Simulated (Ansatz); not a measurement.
# CHClNOSi radical: an energy map over bond length N3–Si4 and dihedral C2–N3–Si4–Cl5

A grid of calculations on CHClNOSi, SMILES O=C=N[SiH]Cl, spin multiplicity 2, to see where the energy is lowest and how it rises around there.

Method: UKS PBE-D4/def2-SVP; program: Ansatz 0.2.0.

## Step 1: The system as given

SMILES `O=C=N[SiH]Cl`, 6 atoms, charge 0, spin multiplicity 2.

Atoms are counted from 1 here; the program's logs count them from 0.

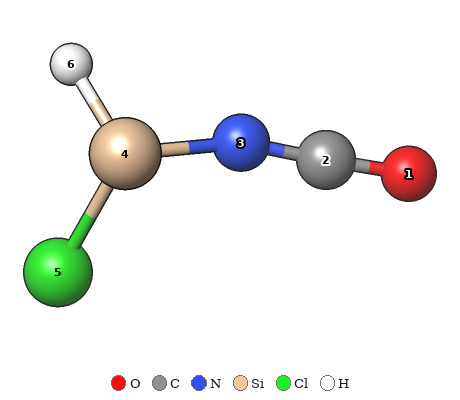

Start geometry, drawn with oxygen red, carbon grey, nitrogen blue, silicon light orange, chlorine green, hydrogen white; atoms are numbered from 1 in the order of the file.

Geometry (Å):

```xyz
6

O    -1.1986    1.7551    1.8863
C    -0.7121    0.9338    1.1927
N    -0.2460    0.0579    0.4891
Si    0.8776   -0.7850   -0.5164
Cl    0.9921    0.1472   -2.3777
H     0.3291   -2.1729   -0.7203
```

This geometry comes from a loose relaxation at PBE in a small basis, which is not shown.

## Step 3: The grid

First coordinate, bond length N3–Si4: 9 values from 1.416 to 2.590 Å. Second coordinate, dihedral C2–N3–Si4–Cl5: 10 values from −180 to 144 °, periodic.

Nothing else is relaxed (all other coordinates rigid). Energies count from the relaxed molecule at the same level. Points are written as (first, second).

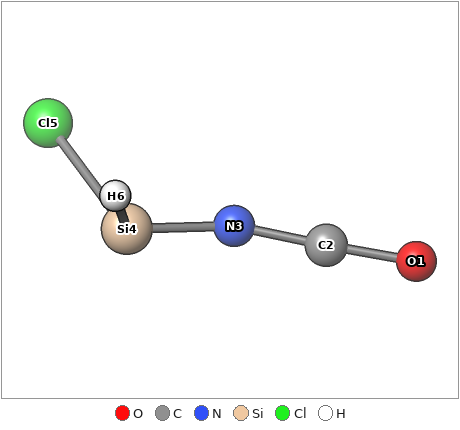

The geometry at (1.416 Å, −180°).

(The set-up runs are not shown.)

## Step 4: The run at (1.709 Å, −72°)

Input file input.yaml:

```yaml
crystal:
  periodic: [false, false, false]
  atoms:
    - { symbol: O, position_ang: [-1.204739, 1.737152, 1.907959] }
    - { symbol: C, position_ang: [-0.713804, 0.934809, 1.19586] }
    - { symbol: "N", position_ang: [-0.243341, 0.081325, 0.469219] }
    - { symbol: Si, position_ang: [0.86505, -0.771944, -0.512658] }
    - { symbol: Cl, position_ang: [1.139309, 0.249037, -2.309547] }
    - { symbol: H, position_ang: [0.245027, -2.112571, -0.811045] }
magnetization:
  spin_polarized: true
  initial_magnetization: 1
basis:
  gaussian: { orbitals: def2-SVP }
hamiltonian:
  xc: pbe
  dispersion: d4
output:
  forces: true
```

On the command line:

```bash
$ ansatz run input.yaml --threads 1 --pin off --max-ram 2560MiB --backend cpu --events-out ev --progress --plain --runs-dir out
```

The session goes on with these runs: all other points of the grid.

Before running it: what results should come out? Wanted: lowest point; highest computed point; dipole moment; largest force on an atom.

As calculated:

| quantity | value |
| --- | --- |
| lowest point | (1.709 Å, −72°), 0.10 kcal/mol |
| highest computed point | (2.590 Å, 72°), 66 kcal/mol above the lowest |
| dipole moment (D) | 1.00 at (1.563 Å, −180°) to 5.45 at (2.443 Å, 72°); 1.33 at the lowest point |
| largest force on an atom (eV/Å) | 0.4 at (1.709 Å, −36°) to 18.4 at (1.416 Å, −108°); 0.5 at the lowest point |
| time for the whole task | 11 min on 1 thread, shared host |

What this shows: The lowest computed point is at (1.709 Å, −72°), 0.10 kcal/mol from the relaxed molecule at the same level. The grid is coarse, so the true minimum lies between grid points and may sit elsewhere than the lowest one. The highest computed point, (2.590 Å, 72°), lies 66 kcal/mol above the lowest.
